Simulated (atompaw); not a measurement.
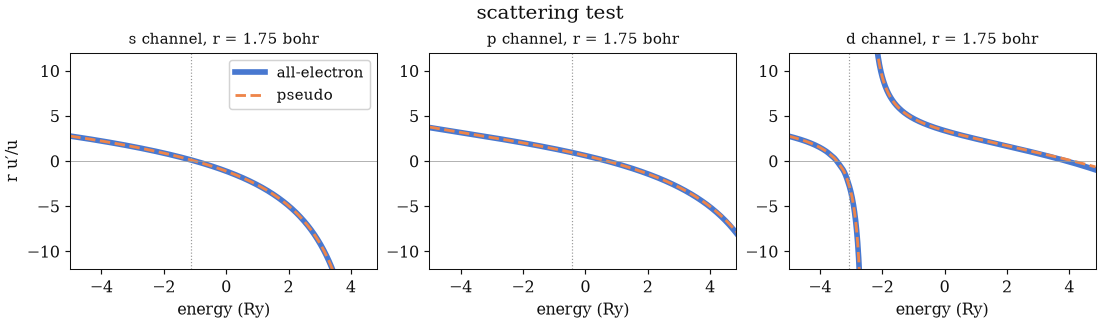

Logarithmic derivatives r u′/u at the test radius against energy, all-electron atom (solid) and pseudo-atom (dashed). Here u = r R(r). The dotted line marks the reference energy of the channel.

Input of atompaw 4.2.0.5:

```
Te 52
GGA-PBESOL scalarrelativistic loggrid 1500 logderivrange -5 5 251
5 5 4 0 0 0
5 1 4
0 0 0
c
c
c
c
v
c
c
c
v
c
v
2
1.75 1.50 1.30 1.50
y
1.45
n
y
-0.1
n
y
-1.85
n
custom polynom vanderbiltortho besselshape
bessel
1.75
1.75
1.75
1.75
1.75
1.05
```

Command:
```bash
atompaw < Te.input > Te.log
```

Functional and relativity: PBEsol, scalar-relativistic.

**What does the plot say about ghosts?**

The plot shows none: pseudo and all-electron curves have the same branches in all channels drawn. The separate test gives: ghost states below the valence levels: s at -178.5 eV, p at -98.0 eV. The bound ghosts lie below the range of the plot.

**Where are the poles, the energies at which the radial function vanishes at the test radius?**

s: all-electron at no energy in the range, pseudo at no energy in the range; p: all-electron at no energy in the range, pseudo at no energy in the range; d: all-electron at -2.5 Ry, pseudo at -2.5 Ry.
